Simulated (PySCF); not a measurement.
## Electronic structure of Al3F3O3 ((FAlO)3 ring) in real space

The calculation's input:

```
{"job": {"kind": "nmr", "xc": "PBE0", "basis": {"default": "pcSseg-1", "Al": "pcSseg-2"}}, "charge": 0, "multiplicity": 1}
Al     0.557649    -0.575990     1.549069
F      1.074843    -1.161685     3.001443
O     -1.092035    -0.395009     1.171818
Al    -1.690310     0.149933    -0.325078
F     -3.304319     0.256026    -0.647445
O     -0.503161     0.561455    -1.471992
Al     1.174528     0.429019    -1.222947
F      2.274218     0.795958    -2.395925
O      1.641327    -0.129146     0.315398
```

Launched as:

```sh
OMP_NUM_THREADS=1 python probes_run.py task.json out
```

Geometry: PBE0-D3(BJ)/def2-SVP.

Level of theory: PBE0/pcSseg-1 Al:pcSseg-2, SCF density, gas phase, non-relativistic (PySCF).

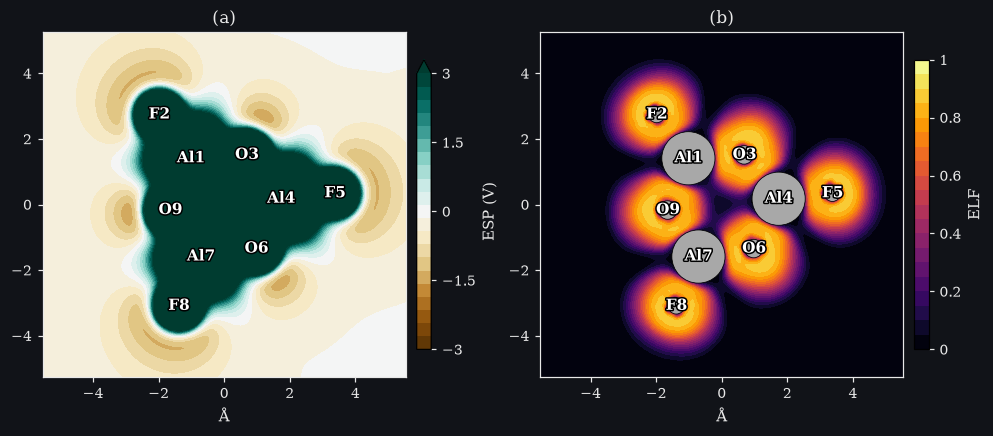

Figure 1. (a) electrostatic potential; (b) ELF on the molecular plane. Grey discs cover the atomic cores in the ELF map.

> Read the bonding off the picture.

The section cuts through Al, F and O sites.
Al–F (1.65 Å): the ELF peaks at about 0.85 in the valence shell of F, 0.5 Å from its nucleus, and is about 0.35 at the midpoint.
Al–O (1.70 Å): the ELF peaks at about 0.85 in the valence shell of O, 0.6 Å from its nucleus, and is about 0.50 at the midpoint.
The ELF also peaks beside F8, O6, O9, F5, O3 and F2, away from the bonds: lone-pair regions.
Outside the dense part of the molecule the potential is most negative (−1.5 V) near O3, O6 and O9.

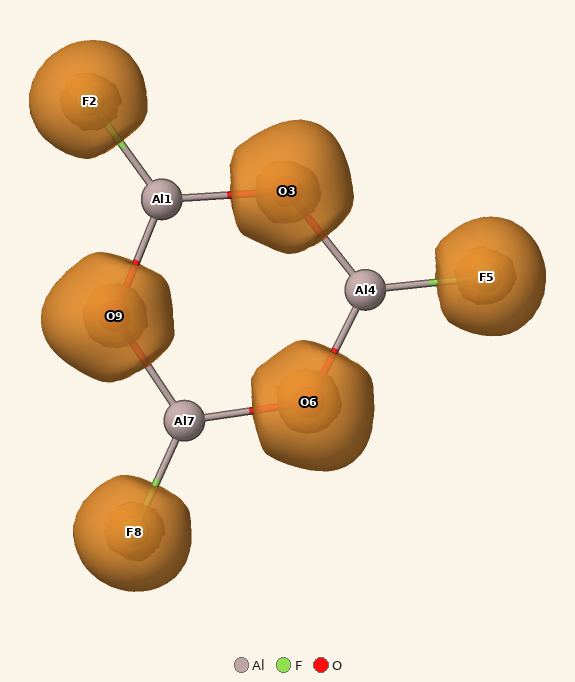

Figure 2. Isosurface of the ELF at 0.75 (orange), seen at a tilt. Core shells and regions of very low density are left out.

> Where are the electrons localised?

The surface consists of three regions wrapped around F (the valence shell of each) and three regions wrapped around O (the valence shell of each).
